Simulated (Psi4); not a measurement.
**MP2/def2-TZVPP run of [NH4]+ (ammonium)**

Aim: the vertical singlet–triplet gap of [NH4]+ (ammonium) at MP2/def2-TZVPP, from 2 runs. 

The results are computed with Psi4 1.11.

3 further runs of the same task are left out: 2 that didn't finish, 1 set aside as unsound or not needed.

### Step 1. The structure to begin with

[NH4]+: 5 atoms, total charge +1, spin state singlet. SMILES: `[NH4+]`. The coordinates come from a PBE0-D4/def2-TZVP relaxation.

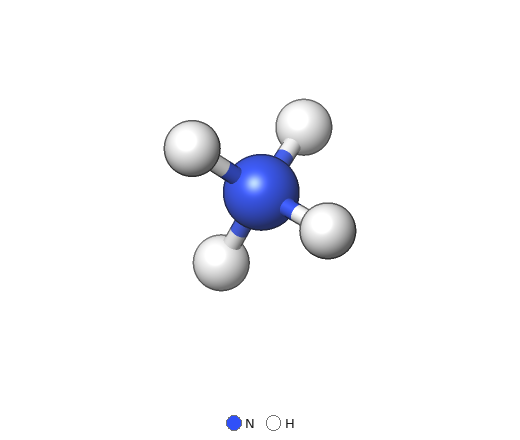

Viewed from a chosen angle; nitrogen blue, hydrogen white.

### Step 2. The energy at MP2/def2-TZVPP

Contents of calc.py:

```python
import psi4

psi4.set_memory(2200000000)
psi4.set_num_threads(1)
psi4.core.set_output_file('h4n.out', False)

molecule = psi4.geometry("""
1 1
N      0.000010     0.000010     0.000000
H      0.453330    -0.447860     0.801010
H     -0.972430     0.216180     0.235210
H      0.023940    -0.633460    -0.803650
H      0.495160     0.865130    -0.232580
symmetry c1
no_reorient
no_com
""")

psi4.set_options({
    'basis': 'def2-TZVPP',
    'puream': True,
    'e_convergence': 1e-09,
    'd_convergence': 1e-08,
    'scf_type': 'pk',
    'num_frozen_docc': 1,
    'mp2_type': 'conv',
})

energy_value = psi4.energy('mp2')
print('E =', round(energy_value, 9))
for k, v in sorted(psi4.core.scalar_variables().items()):
    print(f'{k:45s} {v:18.10f}')
```

Started as:

```
$ python calc.py
```

h4n.out:

```text
[...]
  Running in c1 symmetry.
[...]
  Nuclear repulsion =   16.375270078084789
[...]
  Multiplicity = 1
[...]
  Nalpha       = 5
  Nbeta        = 5
[...]
    Number of basis functions: 87
[...]
   @RHF iter   1:   -56.51887327768992   -1.13364e-02   3.25467e-03 DIIS/ADIIS
[...]
   @RHF iter   8:   -56.56604360420837   -2.13873e-12   2.06582e-09 DIIS
[...]
    Orbital Energies [Eh]
    ---------------------
    Doubly Occupied:
       1A    -15.938607     2A     -1.545675     3A     -0.999221
       4A     -0.999205     5A     -0.999199
[...]
  @RHF Final Energy:   -56.56604360420837
   => Energetics <=
    Nuclear Repulsion Energy =             16.3752700780847888
    One-Electron Energy =                -104.9188155349088447
    Two-Electron Energy =                  31.9775018526156849
    Total Energy =                        -56.5660436042083745
[...]
 Multipole Moments:
 ------------------------------------------------------------------------------------
     Multipole            Electronic (a.u.)      Nuclear  (a.u.)        Total (a.u.)
 ------------------------------------------------------------------------------------
 L = 1.  Multiply by 2.5417464519 to convert [e a0] to [Debye]
 Dipole X            :         -0.0001333            0.0001323           -0.0000011
 Dipole Y            :         -0.0001217            0.0001134           -0.0000083
 Dipole Z            :          0.0000129           -0.0000189           -0.0000060
 Magnitude           :                                                    0.0000103
[...]
	SCS-MP2 Total Energy (a.u.)        :   -56.79889500612785
	SOS-MP2 Total Energy (a.u.)        :   -56.78301224780756
	SCSN-MP2 Total Energy (a.u.)       :   -56.64990456813950
[...]
	SOS-PI-MP2 Total Energy (a.u.)     :   -56.81917368840742
[...]
	MP2 Total Energy (a.u.)            :   -56.79449908216856
[...]
```

The script printed:

```text
E = -56.794499082
CURRENT CORRELATION ENERGY                         -0.2284554780
CURRENT ENERGY                                    -56.7944990822
CURRENT REFERENCE ENERGY                          -56.5660436042
DD SOLVATION ENERGY                                 0.0000000000
HF KINETIC ENERGY                                  56.4585581294
HF POTENTIAL ENERGY                              -113.0246017336
HF TOTAL ENERGY                                   -56.5660436042
HF VIRIAL RATIO                                     2.0019037942
MP2 CORRELATION ENERGY                             -0.2284554780
MP2 DOUBLES ENERGY                                 -0.2284554780
MP2 OPPOSITE-SPIN CORRELATION ENERGY               -0.1808072030
MP2 SAME-SPIN CORRELATION ENERGY                   -0.0476482750
MP2 SINGLES ENERGY                                  0.0000000000
MP2 TOTAL ENERGY                                  -56.7944990822
NUCLEAR REPULSION ENERGY                           16.3752700781
ONE-ELECTRON ENERGY                              -104.9188155349
PCM POLARIZATION ENERGY                             0.0000000000
PE ENERGY                                           0.0000000000
SCF ITERATION ENERGY                              -56.5660436042
SCF ITERATIONS                                      8.0000000000
SCF TOTAL ENERGY                                  -56.5660436042
SCS(N)-MP2 CORRELATION ENERGY                      -0.0838609639
SCS(N)-MP2 TOTAL ENERGY                           -56.6499045681
SCS-MP2 CORRELATION ENERGY                         -0.2328514019
SCS-MP2 TOTAL ENERGY                              -56.7988950061
SCS-MP2-VDW CORRELATION ENERGY                     -0.2552573573
SCS-MP2-VDW TOTAL ENERGY                          -56.8213009615
SOS-MP2 CORRELATION ENERGY                         -0.2169686436
SOS-MP2 TOTAL ENERGY                              -56.7830122478
SOS-PI-MP2 CORRELATION ENERGY                      -0.2531300842
SOS-PI-MP2 TOTAL ENERGY                           -56.8191736884
TWO-ELECTRON ENERGY                                31.9775018526
```

It took 9.9 s on 1 thread of Intel Xeon at 2.50GHz (Skylake/Cascade Lake), shared host; peak memory 0.42 GiB.

### Step 3. The triplet, same level

Contents of h4n.json:

```json
{
  "schema_name": "qcschema_input",
  "schema_version": 1,
  "molecule": {
    "schema_name": "qcschema_molecule",
    "schema_version": 2,
    "symbols": ["N", "H", "H", "H", "H"],
    "geometry": [1.89e-05, 1.89e-05, 0.0, 0.85666954, -0.84633274, 1.51368952, -1.83762638, 0.40852099, 0.44448248, 0.04524004, -1.19706591, -1.5186784, 0.93571679, 1.63485876, -0.4395125],
    "molecular_charge": 1,
    "molecular_multiplicity": 3,
    "fix_symmetry": "c1",
    "fix_com": true,
    "fix_orientation": true
  },
  "driver": "energy",
  "model": {
    "method": "mp2",
    "basis": "def2-TZVPP"
  },
  "keywords": {
    "reference": "uhf",
    "puream": true,
    "e_convergence": 1e-09,
    "d_convergence": 1e-08,
    "scf_type": "pk",
    "num_frozen_docc": 1,
    "mp2_type": "conv",
    "maxiter": 100
  }
}
```

Started as:

```
$ psi4 --qcschema h4n.json -n 1 --memory 2200MB
```

stdout:

```text
[...]
  Running in c1 symmetry.
[...]
  Nuclear repulsion =   16.375270093603586
[...]
  Multiplicity = 3
[...]
  Nalpha       = 6
  Nbeta        = 4
[...]
    Number of basis functions: 87
[...]
   @UHF iter   1:   -55.98513174517554    5.22405e-01   3.05354e-03 ADIIS/DIIS
[...]
   @UHF iter  32:   -56.04108368237203   -3.92930e-12   6.29930e-09 DIIS
[...]
   @S^2 Observed:                2.008502095E+00
[...]
    Orbital Energies [Eh]
    ---------------------
    Alpha Occupied:
       1A    -16.108356     2A     -1.762934     3A     -1.237372
       4A     -1.159374     5A     -1.144153     6A     -0.416204
    Alpha Virtual:
       7A     -0.135289     8A     -0.105169     9A     -0.091850
      10A      0.042242    11A      0.050878    12A      0.065613
      13A      0.201466    14A      0.260346    15A      0.272487
      16A      0.278943    17A      0.286825    18A      0.289018
      19A      0.447127    20A      0.722701    21A      0.734021
      22A      0.744197    23A      0.918931    24A      0.923012
      25A      0.930827    26A      0.995047    27A      1.006584
[...]
  @UHF Final Energy:   -56.04108368237203
   => Energetics <=
    Nuclear Repulsion Energy =             16.3752700936035858
    One-Electron Energy =                -103.1286109176697892
    Two-Electron Energy =                  30.7122571416941739
    Total Energy =                        -56.0410836823720260
  UHF NO Occupations:
  HONO-2 :    4  A 1.9966373
  HONO-1 :    5  A 1.0000000
[...]
 Multipole Moments:
 ------------------------------------------------------------------------------------
     Multipole            Electronic (a.u.)      Nuclear  (a.u.)        Total (a.u.)
 ------------------------------------------------------------------------------------
 L = 1.  Multiply by 2.5417464519 to convert [e a0] to [Debye]
 Dipole X            :         -0.1412550            0.0001323           -0.1411227
 Dipole Y            :          0.3195970            0.0001134            0.3197104
 Dipole Z            :          0.0007064           -0.0000189            0.0006875
 Magnitude           :                                                    0.3494722
[...]
	SCS-MP2 Total Energy (a.u.)        :   -56.24662967814096
	SOS-MP2 Total Energy (a.u.)        :   -56.23082199180686
	SCSN-MP2 Total Energy (a.u.)       :   -56.12454826621608
[...]
	SOS-PI-MP2 Total Energy (a.u.)     :   -56.26244504337933
[...]
	MP2 Total Energy (a.u.)            :   -56.24662199923669
[...]
```

The result, in JSON:

```text
{
 "driver": "energy",
 "model": {
  "method": "mp2",
  "basis": "def2-TZVPP"
 },
 "success": true,
 "return_result": -56.246621999236694,
 "properties": {
  "calcinfo_nbasis": 87,
  "calcinfo_nmo": 87,
  "calcinfo_nalpha": 6,
  "calcinfo_nbeta": 4,
  "calcinfo_natom": 5,
  "nuclear_repulsion_energy": 16.375270093603586,
  "return_energy": -56.246621999236694,
  "scf_one_electron_energy": -103.12861091766979,
  "scf_two_electron_energy": 30.712257141694174,
  "scf_dipole_moment": [-0.1411227314232119, 0.31971035819989513, 0.0006874615282414145],
  "scf_total_energy": -56.041083682372026,
  "scf_iterations": 32,
  "mp2_same_spin_correlation_energy": -0.04742305900230522,
  "mp2_opposite_spin_correlation_energy": -0.1581152578623612,
  "mp2_singles_energy": 0.0,
  "mp2_doubles_energy": -0.20553831686466642,
  "mp2_correlation_energy": -0.2055383168646685,
  "mp2_total_energy": -56.246621999236694
 }
}
```

Wall time 13 s (1 thread of Intel Xeon at 2.50GHz (Skylake/Cascade Lake), shared host); peak memory 0.42 GiB.

### Step 4. Outcome

Level: MP2/def2-TZVPP, 1 core orbital frozen.

```
                                                           quantity         value
                                              singlet: total energy  -56.79450 Eh
                       singlet: HOMO energy (Hartree–Fock orbitals)     -27.19 eV
                       singlet: LUMO energy (Hartree–Fock orbitals)      -3.24 eV
                     singlet: HOMO–LUMO gap (Hartree–Fock orbitals)      23.95 eV
                singlet: correlation energy (1 core orbital frozen)    -228.5 mEh
                                              triplet: total energy  -56.24662 Eh
triplet: HOMO energy (Hartree–Fock orbitals) (highest over α and β)     -11.33 eV
                triplet: correlation energy (1 core orbital frozen)    -205.5 mEh
                         triplet: ⟨S²⟩ of the reference determinant         2.009
                   vertical energy of the triplet above the singlet     14.908 eV
```

What this shows: At this shape the triplet lies 14.91 eV (344 kcal/mol) above the singlet.
